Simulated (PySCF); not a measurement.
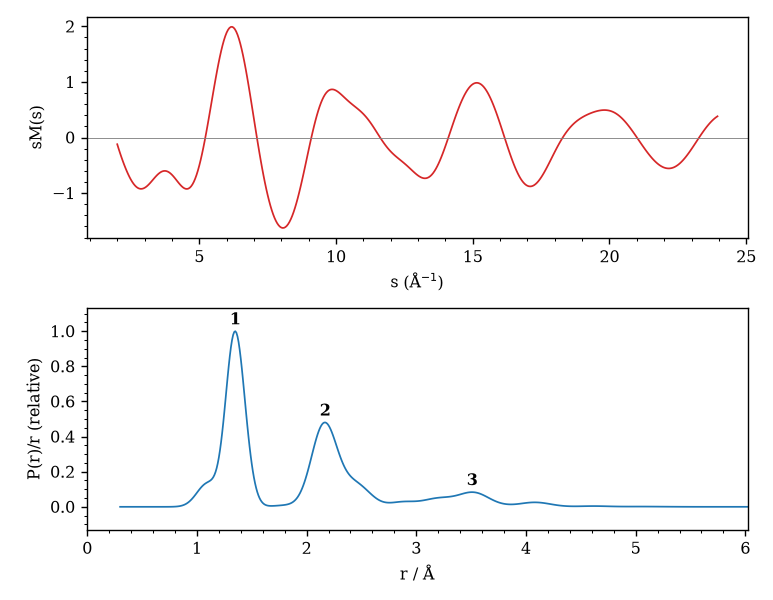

Simulated gas electron diffraction: reduced molecular intensity sM(s) from the Debye equation in the first Born approximation (top) and the radial distribution curve (bottom) of C₃H₅N₃. Each pair of atoms contributes with weight ZᵢZⱼ/r; damping constant 0.0015 Å²; vibrational amplitudes assumed, not computed: 0.05 Å for bonds, 0.078 Å for bonds to H, 0.06 + 0.015 r up to 0.15 Å for other pairs. The geometry is the end point of an optimisation (PySCF 2.14.0, density-fitted response routines, PBE0-D3(BJ)/def2-SVP geometry optimisation, gas phase); it may be a saddle point or a higher isomer. SMILES: Cn1ccnn1.

Which pairs of atoms lie under the numbered peaks? Mark bonded pairs by – and others by ···.

Peak 1, 1.35 Å: N–N 1.29–1.33 Å (×2), N–C 1.35–1.44 Å (×3), C–C 1.38 Å, not resolved; in its flanks C–H 1.09–1.10 Å
Peak 2, 2.17 Å: N···H 2.05–2.15 Å (×5), N···N 2.12 Å, N···C 2.15–2.40 Å (×5), not resolved; in its flanks C···C 2.52 Å
Peak 3, 3.51 Å: N···H 3.24–3.70 Å (×3), N···C 3.48 Å, C···C 3.57 Å, not resolved; in its flanks C···H 2.86–2.91 Å, N···H 3.10–3.22 Å
